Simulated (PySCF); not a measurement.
```xyz
19

C    -2.0081    1.3351   -0.2850
C    -0.7515    0.6622   -0.8224
C    -0.0091   -0.0593    0.3000
C    -0.6710   -1.2638    0.9204
F     0.3665    0.8191    1.2602
C     1.3350   -0.6514   -0.4120
C     2.5578   -0.2776    0.3223
O     1.1901   -1.2930   -1.3876
H    -1.8044    2.0347    0.5254
H    -2.4482    1.9129   -1.0973
H    -2.7163    0.5914    0.0753
H    -0.9765   -0.0712   -1.6010
H    -0.1130    1.4329   -1.2651
H    -1.5521   -0.9205    1.4704
H    -0.9702   -1.9826    0.1626
H    -0.0264   -1.7506    1.6528
H     2.7091    0.8024    0.2510
H     2.4740   -0.5092    1.3846
H     3.4043   -0.8022   -0.1221
```

Geometry: GFN2-xTB.

These are results of PySCF 2.14.0, density-fitted response routines, UKS B3LYP, pcH-1 on C F H O, non-relativistic, mean-field spin-orbit, GIAO, not measurements.

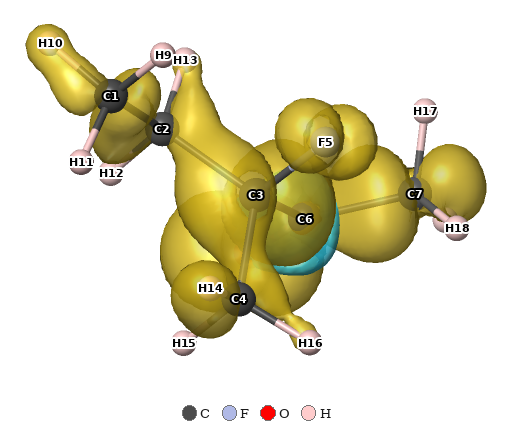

C6H11FO (charge +1, doublet). Isosurfaces of the spin density at +0.015 (yellow) and −0.015 e/Å³ (cyan), seen at an oblique angle.

Question: Where is the unpaired spin?

Answer: The unpaired spin (1 electron) lies mostly on O8 (about 0.4), C3 (about 0.2), C6 (about 0.1) and C7 (about 0.1), in electrons by Hirshfeld's partition.
